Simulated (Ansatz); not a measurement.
Al₃H (quintet)

The calculation's input:

```
crystal:
  periodic: [false, false, false]
  atoms:
    - {symbol: Al, position_ang: [2.031022, 0.278703, 0.401674]}
    - {symbol: Al, position_ang: [-0.672478, 1.338152, 1.456441]}
    - {symbol: Al, position_ang: [-0.293518, -0.349321, -0.401441]}
    - {symbol: H, position_ang: [-1.065027, -1.267534, -1.456664]}
basis:
  gaussian: {orbitals: def2-TZVP, initial_orbitals: start.molden}
magnetization: {spin_polarized: true, initial_magnetization: 4}
hamiltonian: {xc: pbe0, dispersion: d4}
output: {orbitals: {seedname: orbitals}}
```

Command:

```sh
ansatz run in.yaml --threads 4 --pin off --events-out ev --progress --plain --max-ram 3916MiB
```

Geometry: PBE-D4/def2-TZVP.

Method: UKS PBE0-D4/def2-TZVP (Ansatz 0.2.0).

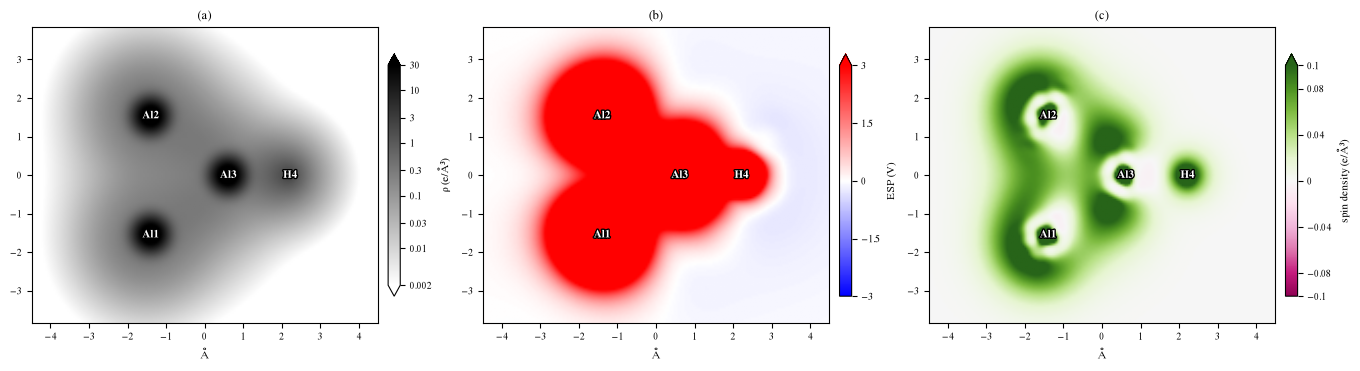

Figure 1. (a) total electron density; (b) molecular electrostatic potential; (c) spin density on the molecular plane.

Question: What does the map show?

Answer:
- Atoms in the plane: Al and H.
- Al–Al (2.54 Å): the density is about 0.31 e/Å³ at the midpoint.
- Al–H (1.60 Å): ρ at the midpoint is about 0.53 e/Å³.
- The unpaired spin (4 electrons) lies mostly on Al1 (about 1.4), Al2 (about 1.4), Al3 (about 1.1) and H4 (about 0.1), in electrons by Hirshfeld's partition.
- Outside the dense part of the molecule the potential is most negative (−0.3 V) near H4.

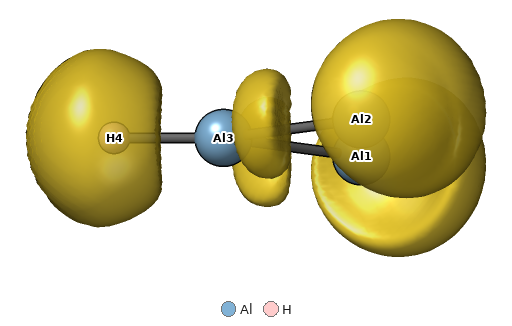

Figure 2. Isosurface of the electron localisation function at 0.85 (yellow), seen from one side. Only the valence region is drawn (cores and ρ < 0.01 e/Å³ removed).

Question: Identify the bonds, lone pairs and shells in this picture.

Answer: At this value the surface marks out one region around a hydrogen nucleus and four lobes on Al, pointing away from the bonds (non-bonding electrons). Profiles from the grid: Al–Al (2.54 Å): the ELF peaks at about 0.85 between the atoms (a covalent bond). Al–H (1.60 Å): the ELF climbs to about 1 towards the hydrogen.

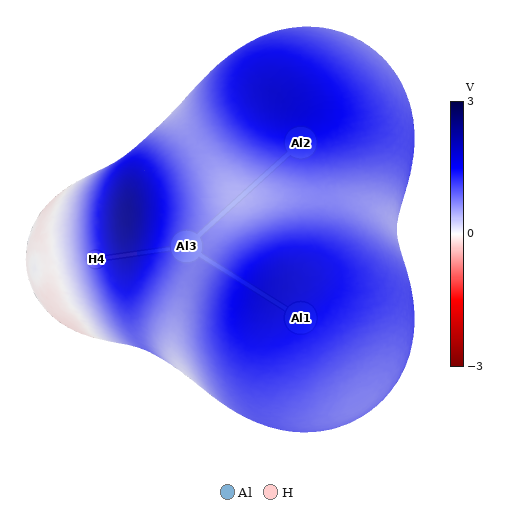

Figure 3. The electrostatic potential painted on the density surface at 0.004 e/bohr³, seen at a tilt; the colour scale runs from red (negative) to blue (positive).

Question: Which sites attract a positive test charge, and which a negative one?

Answer: A positive charge is drawn to the negative regions and a negative charge to the positive ones. The most negative region (about −0.1 V) lies over H4, the most positive (about +2.3 V) over Al3.
